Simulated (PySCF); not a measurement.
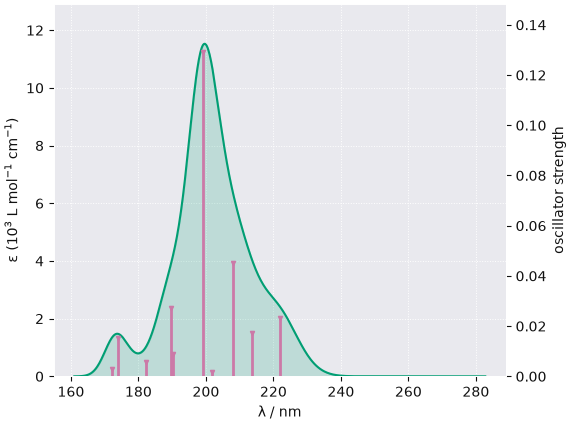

Computed absorption of GeNH₄Br, SMILES [NH2][GeH2][Br], singlet. Vertical TDDFT excitations, PBE/def2-SVPD in PySCF 2.14.0, at a PBE0-D3(BJ)/def2-SVP geometry (no frequency check), gas phase. The lowest 10 singlet states are shown; each is broadened by a Gaussian of 1/e half-width 0.20 eV. Sticks give oscillator strengths (right axis).

**Does any vertical transition fall in the visible?**

No singlet lies below 3.1 eV (beyond 400 nm), so at this level no vertical transition falls in the visible.

**Where is the lowest singlet, and is it bright?**

S1 lies at 5.58 eV (222 nm) with f = 0.023, mainly HOMO → LUMO (79 %); it is weak.

**List the transitions behind the spectrum.**

| state | E (eV) | λ (nm) | f | main character |
| --- | --- | --- | --- | --- |
| S1 | 5.58 | 222 | 0.023 | HOMO → LUMO (79 %) |
| S2 | 5.80 | 214 | 0.017 | HOMO−1 → LUMO (99 %) |
| S3 | 5.96 | 208 | 0.045 | HOMO → LUMO+1 (64 %) |
| S4 | 6.14 | 202 | 0.002 | HOMO−1 → LUMO+1 (100 %) |
| S5 | 6.22 | 199 | 0.129 | HOMO−2 → LUMO (69 %) |
| S6 | 6.52 | 190 | 0.009 | HOMO−2 → LUMO+1 (77 %) |
| S7 | 6.54 | 190 | 0.027 | HOMO → LUMO+2 (80 %) |
| S8 | 6.80 | 182 | 0.006 | HOMO−1 → LUMO+2 (100 %) |
| S9 | 7.13 | 174 | 0.015 | HOMO → LUMO+3 (63 %) |
| S10 | 7.20 | 172 | 0.003 | HOMO−2 → LUMO+2 (59 %) |

Caveats: states above the negative HOMO energy depend on the basis; spin-orbit coupling is left out, and with Br it can shift these levels and split any degenerate set; core orbitals are frozen in the response.
